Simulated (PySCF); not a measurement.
# C$_{6}$H$_{14}$Si$_{3}$: what the fields show

```xyz
23

C     0.4499    3.0063    2.4511
C     0.1411    2.6825    1.3347
Si   -0.3238    2.1210   -0.3680
Si   -0.3962   -0.2066   -0.4005
C    -0.4440   -0.8706   -2.1884
C    -1.9348   -0.8201    0.5225
C    -2.9575   -1.4603   -0.0220
C     1.1194   -0.9634    0.4998
Si    2.8077   -0.6983   -0.3251
H     0.7192    3.3027    3.4248
H    -1.6061    2.7834   -0.6613
H     0.6775    2.7223   -1.2637
H    -0.4265   -1.9565   -2.2112
H    -1.3411   -0.5439   -2.7063
H     0.4103   -0.5173   -2.7585
H    -1.9764   -0.6090    1.5857
H    -2.9806   -1.6980   -1.0732
H    -3.8178   -1.7808    0.5468
H     0.9600   -2.0346    0.6344
H     1.1595   -0.5372    1.5034
H     2.8438   -1.3673   -1.6294
H     3.0409    0.7369   -0.5082
H     3.8707   -1.2640    0.5128
```

Geometry: GFN2-xTB.

The calculation used PBE0/pcSseg-1, SCF density, gas phase, non-relativistic in PySCF 2.14.0.

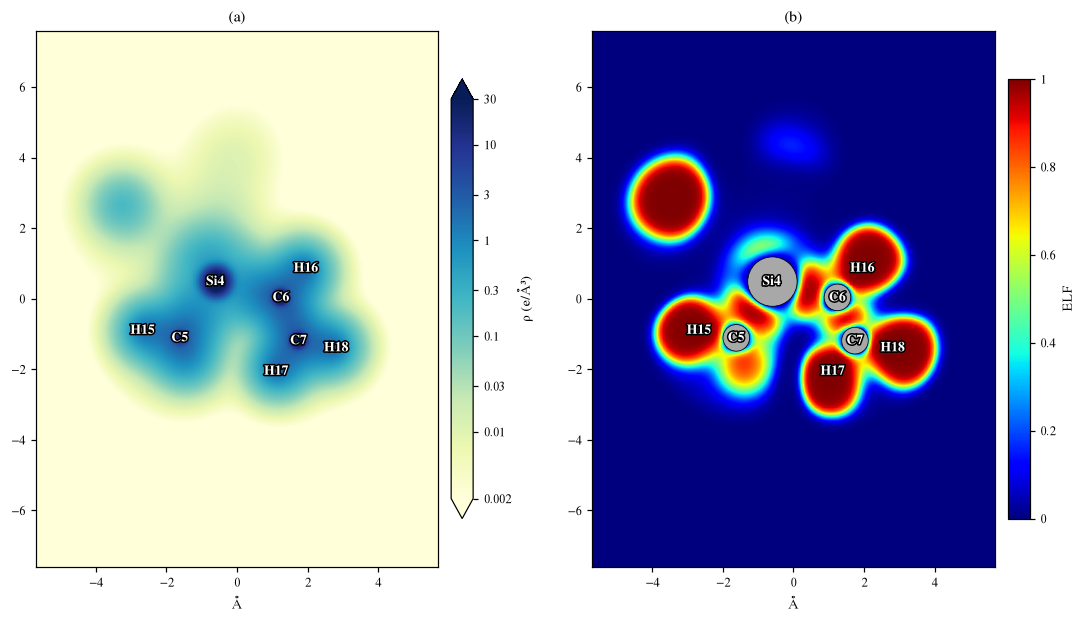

Figure 1. (a) electron density; (b) ELF on the plane of atoms C7, C6 and H16. Grey discs cover the atomic cores in the ELF map.

Read the bonding off the picture.

The plane passes through Si, C and H nuclei. C–H (1.08 Å): the density is about 2 e/Å³ at the midpoint; the ELF climbs to about 1 towards the hydrogen, as it does in any bond to H: an ordinary covalent bond to hydrogen. C–C (1.32 Å): ρ at the midpoint is about 2.3 e/Å³; the ELF peaks at about 0.90 between the atoms (a short, multiple covalent bond). C–Si (1.90 Å): the density is about 0.92 e/Å³ at the midpoint; the ELF peaks at about 0.95 between the atoms (a covalent bond).

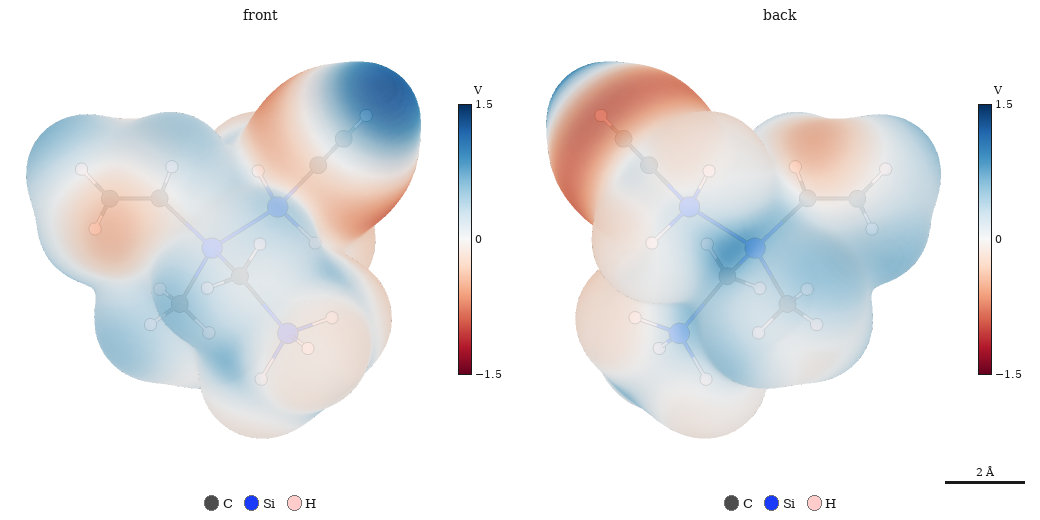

Figure 2. The molecular electrostatic potential painted on the density surface at 0.001 e/bohr³, seen from the front and from behind; the colour scale runs from red (negative) to blue (positive).

Describe the electrostatic potential map.

The most negative region (about −0.8 V) lies over C1 and C2, the most positive (about +1.2 V) over H10.

How polar is the molecule by this calculation?

Its dipole moment is 1.27 D.
